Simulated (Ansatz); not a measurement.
C4H9LiO (SMILES [Li][O][C@H](C)CC)

The calculation's input:

```
crystal:
  periodic: [false, false, false]
  atoms:
    - {symbol: C, position_ang: [0.722098, 0.337321, 1.260694]}
    - {symbol: C, position_ang: [0.773523, -0.816982, 2.261687]}
    - {symbol: C, position_ang: [1.839932, 0.192248, 0.217534]}
    - {symbol: C, position_ang: [1.802663, 1.270923, -0.849549]}
    - {symbol: Li, position_ang: [0.862093, 2.897073, 2.703183]}
    - {symbol: O, position_ang: [0.779364, 1.543005, 1.895891]}
    - {symbol: H, position_ang: [-0.240667, 0.233894, 0.698289]}
    - {symbol: H, position_ang: [-0.042464, -0.715088, 2.993864]}
    - {symbol: H, position_ang: [1.728352, -0.790144, 2.813385]}
    - {symbol: H, position_ang: [0.681454, -1.801043, 1.773366]}
    - {symbol: H, position_ang: [2.805748, 0.229240, 0.754753]}
    - {symbol: H, position_ang: [1.776692, -0.805901, -0.251242]}
    - {symbol: H, position_ang: [1.851603, 2.267066, -0.384350]}
    - {symbol: H, position_ang: [2.639527, 1.181434, -1.559863]}
    - {symbol: H, position_ang: [0.865483, 1.224301, -1.428896]}
basis:
  gaussian:
    orbitals: def2-SVPD
total_charge: 0
hamiltonian:
  xc: {name: PBE0}
output: {forces: true, orbitals: {seedname: orbitals}}
```

Command:

```sh
ansatz run input.yaml --threads 2 --pin off --max-ram 4350MiB --events-out events.jsonl --progress --plain --runs-dir runs
```

Geometry: PBE0-D3(BJ)/def2-SVP.

Method: isolated molecule in a Gaussian basis; Kohn-Sham density functional theory, functional PBE0 (Ansatz).

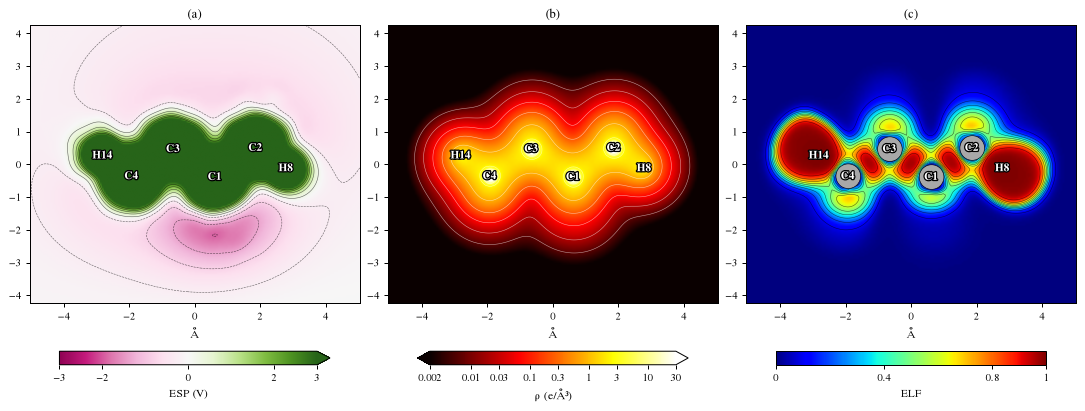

Figure 1. (a) molecular electrostatic potential; (b) total electron density; (c) electron localisation function on the plane of atoms C3, C4 and H14. Grey discs cover the atomic cores in the ELF map.

### What do the fields say about this system?

The plane passes through C and H nuclei.
C–C (1.52 Å): ρ is about 1.7 e/Å³ halfway; the ELF peaks at about 0.95 between the atoms; a shared electron pair.
C–H (1.10 Å): ρ at the midpoint is about 1.9 e/Å³; the ELF climbs to about 1 towards the hydrogen, as it does in any bond to H (an ordinary covalent bond to hydrogen).
Outside the dense part of the molecule the potential is most negative (−1.9 V) near O6, which lies off the plane.

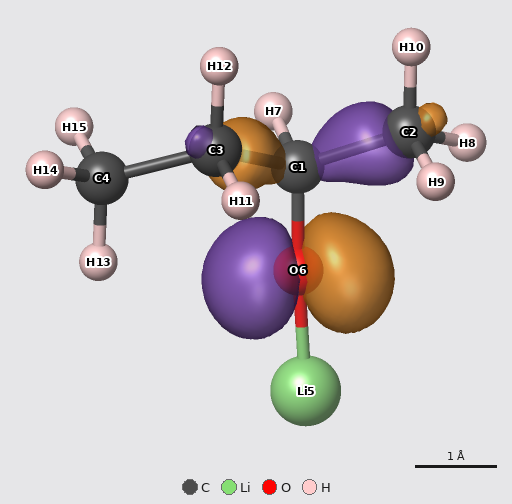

Figure 2. The HOMO−1 at ±0.2 Å⁻³ᐟ² (orange and purple are the two phases), seen at a tilt.

### What is the character of this orbital?

Its weight (Hirshfeld) is mainly on O6 (about 65 %), C1 (about 10 %), C2 (about 10 %) and C3 (about 5 %). Its energy is −5.92 eV.
